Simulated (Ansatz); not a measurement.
**AlClH3OSb: density, localisation and related maps**

```xyz
7

O    -0.7610    1.1197   -0.9028
Al    0.2297    1.3372    0.8644
Sb    0.4050   -1.5863    0.8905
Cl   -0.6782   -1.8736   -1.3341
H    -0.8934    0.2608   -1.3279
H    -1.0720    1.8219   -1.4597
H     1.9672   -1.4961    0.2126
```

Core potentials replace the inner electrons of Sb.

The calculation used Ansatz, RHF/def2-SVP.

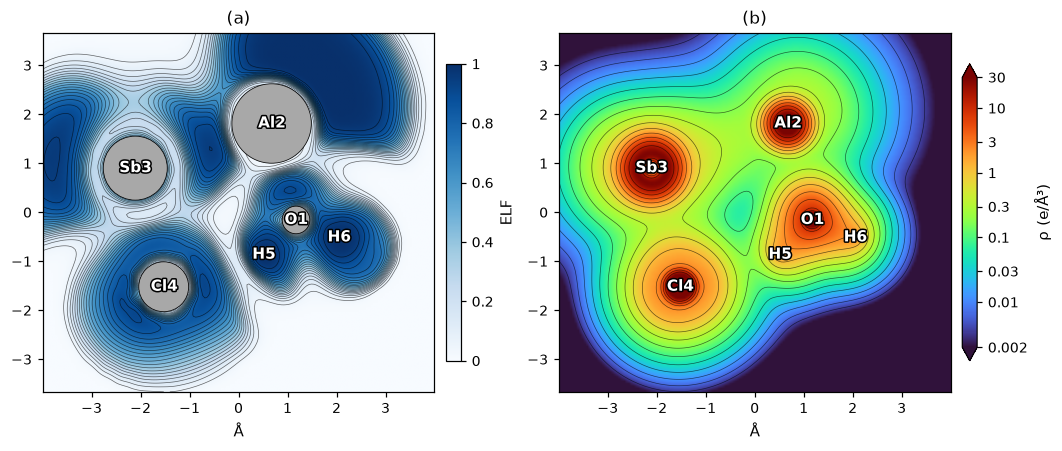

Figure 1. (a) ELF; (b) electron density on the plane of atoms H5, O1 and H6. Grey discs cover the atomic cores in the ELF map.

**Interpret the plot.**

- Atoms in the plane: O, Al, Sb, Cl and H.
- Al–O (2.04 Å): ρ at the midpoint is about 0.37 e/Å³; the ELF peaks at about 0.90 in the valence shell of O, 0.6 Å from its nucleus, and is about 0.40 at the midpoint.
- Sb–Cl (2.49 Å): the density is about 0.42 e/Å³ at the midpoint; the ELF peaks at about 0.85 in the valence shell of Cl, 0.8 Å from its nucleus, and drops to about 0.15 between the two atoms.
- O–H (0.95 Å): the density is about 3.9 e/Å³ at the midpoint; the ELF climbs to about 1 towards the hydrogen, as it does in any bond to H (a covalent bond by its length).
- The ELF also peaks beside Cl4 and Al2, away from the bonds: lone-pair regions.

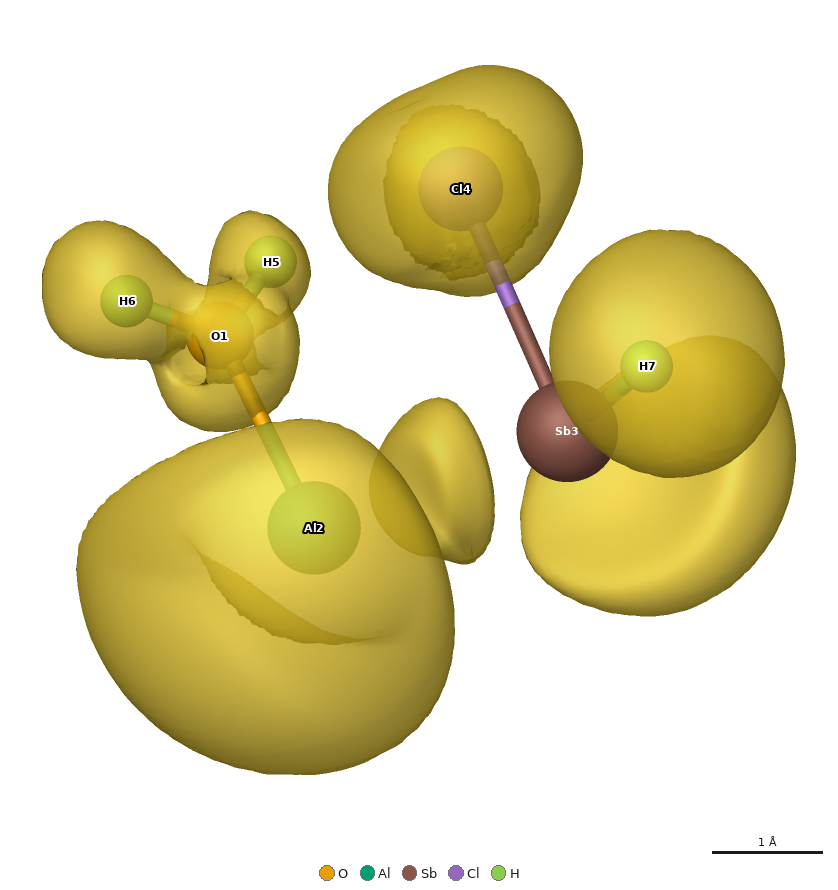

Figure 2. Isosurface of the electron localisation function at 0.8 (yellow), seen at a tilt. Only the valence region is drawn (cores and ρ < 0.01 e/Å³ removed).

**Identify the bonds, lone pairs and shells in this picture.**

At this value the surface marks out one region around a hydrogen nucleus, one lobe on Al, pointing away from the bonds (lone pairs), one lobe on Sb, pointing away from the bonds (lone pairs), one region wrapped around Cl (its valence shell), one region wrapped around Sb (its valence shell) and one joined region spread over several atoms (H, O), in which their bonds and any lone pairs are merged.

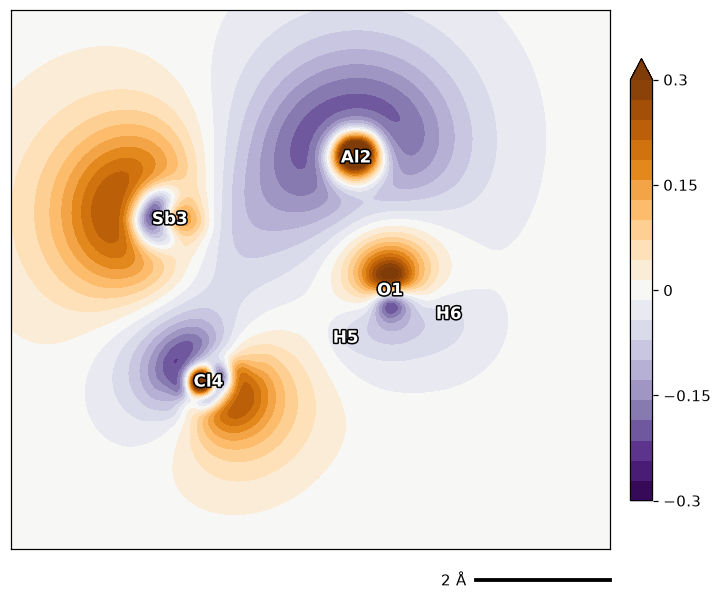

Figure 3. The HOMO−1 on the plane of atoms Al2, O1 and H5 (values in Å⁻³ᐟ²; the overall sign is arbitrary).

**What is the character of this orbital?**

It lies mainly on Sb3 (about 45 %), Al2 (about 35 %) and Cl4 (about 10 %). Its energy is −9.53 eV.

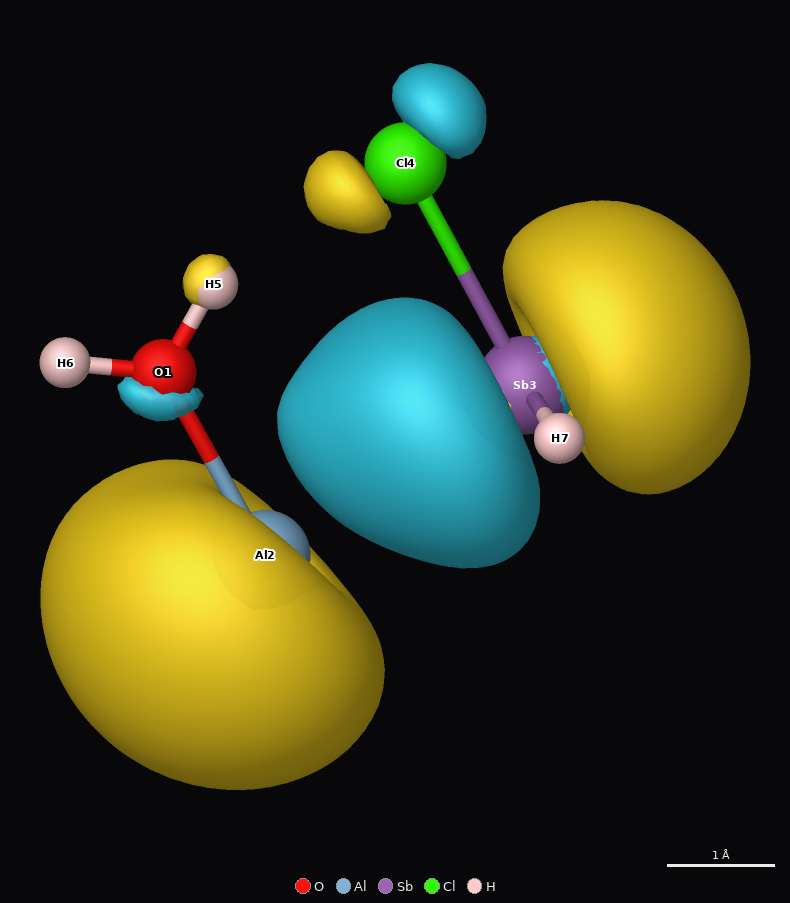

Figure 4. The HOMO at ±0.08 Å⁻³ᐟ² (yellow and cyan are the two phases), seen at a tilt.

**Describe this orbital and give its energy.**

By Hirshfeld shares it lies mainly on Al2 (about 50 %) and Sb3 (about 40 %). Its energy is −6.79 eV.
